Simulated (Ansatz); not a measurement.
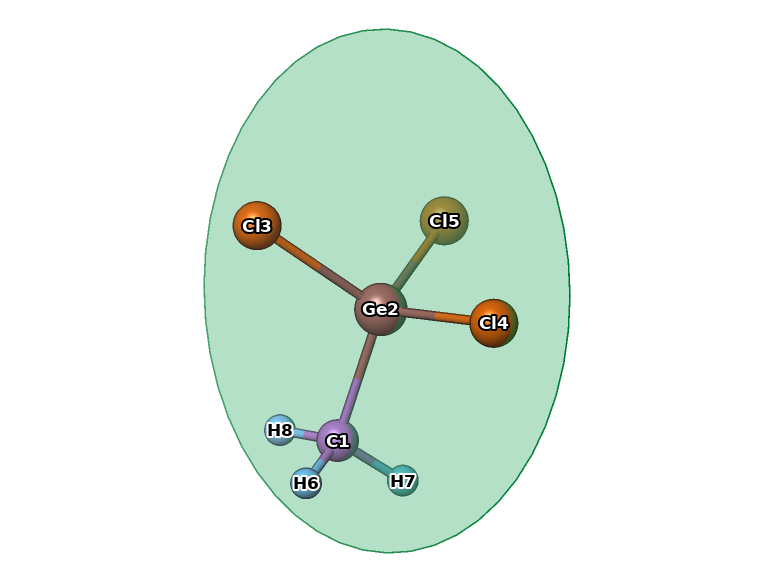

A disc through the centre of mass is drawn in. Atoms fade into the background with distance from the viewer. Computed geometry: PBE0-D4/def2-TZVP optimisation.

**Is the plane of the disc a mirror plane of the structure?**

Yes. The reflection leaves C1, Ge2, Cl4, H8 in place and moves Cl3 ↔ Cl5; H6 ↔ H7. The point group is C3v.
